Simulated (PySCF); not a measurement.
# C3H6O2 (ethyl formate): the cost of one run

Computed with PySCF 2.14.0 and routines of our own; the level stands in each step. Atoms count from 0.

## 1. The system as given

11 atoms, charge 0, multiplicity 1; geometry from: GFN2-xTB.

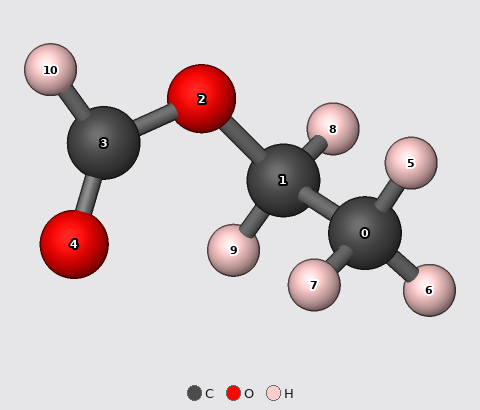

The starting geometry (carbon dark grey, oxygen red, hydrogen pink).

## 2. Geometry optimisation at PBE0-D3(BJ)/def2-TZVP

Job settings and geometry (Å):

```
{"job": {"xc": "PBE0", "basis": "def2-TZVP", "d3": "d3bj", "grid": 2, "kind": "geom"}, "charge": 0, "multiplicity": 1}
C     -1.272560     0.248266    -0.476065
C     -0.353156     0.062099     0.721728
O      0.964304     0.557375     0.446775
C      1.798695    -0.260512    -0.165180
O      1.586606    -1.386131    -0.507132
H     -1.301568     1.295537    -0.766839
H     -2.276340    -0.077597    -0.219260
H     -0.917078    -0.342734    -1.316582
H     -0.701861     0.640221     1.579336
H     -0.281408    -0.997205     0.987442
H      2.759792     0.263350    -0.310186
```

Started as:

```bash
> OMP_NUM_THREADS=1 python excited_run.py task.json out
```

One launch serves the whole session: the jobs run in the order shown.

Q: Estimate the wall time and peak memory of this first job on 1 thread of Arm Neoverse V1, shared host.

About 84 s, with a peak of 0.79 GiB.
